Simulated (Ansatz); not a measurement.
```yaml
crystal:
  lattice:
    - [4.44129, 0.00000, 0.00000]
    - [0.00000, 4.44129, 0.00000]
    - [0.00000, 0.00000, 12.51543]
  atoms:
    - { symbol: Cd, position: [0.00000, 0.00000, 0.75139] }
    - { symbol: Cd, position: [0.50000, 0.50000, 0.00000] }
    - { symbol: Cd, position: [0.00000, 0.00000, 0.24861] }
    - { symbol: Hg, position: [0.50000, 0.50000, 0.50000] }
    - { symbol: Se, position: [0.50000, 0.00000, 0.87570] }
    - { symbol: Se, position: [0.00000, 0.50000, 0.12430] }
    - { symbol: Se, position: [0.50000, 0.00000, 0.37265] }
    - { symbol: Se, position: [0.00000, 0.50000, 0.62735] }
```

Space group P-4m2; a structure generated by program, which may or may not match a known phase; changed on purpose from its base cell (volume × 1.03, shape and atoms relaxed).

All numbers below come from Ansatz 0.2.0, DFT PBE, scalar-relativistic, plane waves, PAW.

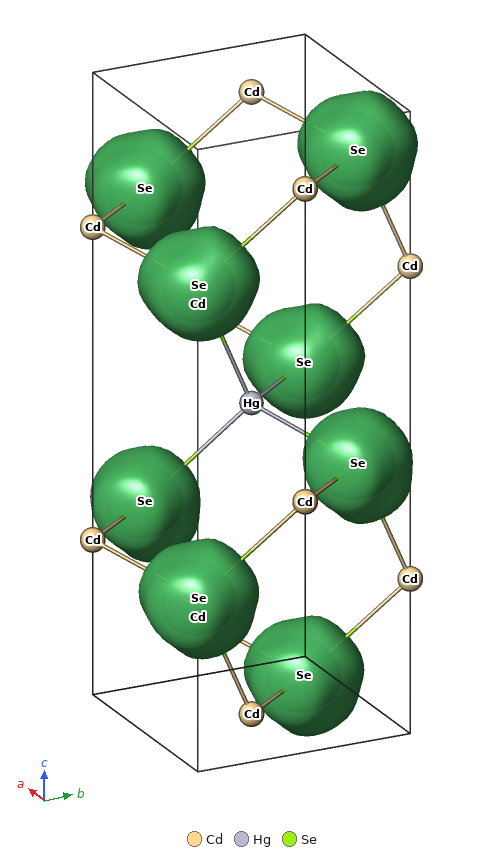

Cd$_{3}$HgSe$_{4}$. Isosurface of the ELF at 0.75 (green), seen at an oblique angle. Core shells and regions of very low density are left out. Sticks mark near contacts.

> Identify the bonds, lone pairs and shells in this picture.

The surface consists of four regions wrapped around Se (the valence shell of each), counted in one cell of 8 atoms. Regions shared between cells count once.

Values along the shortest contacts:
Cd–Se (2.71 Å): the ELF is about 0.40 at the midpoint and 0.15 at its lowest between the atoms. Hg–Se (2.73 Å): the ELF is about 0.35 at the midpoint and 0.20 at its lowest between the atoms.
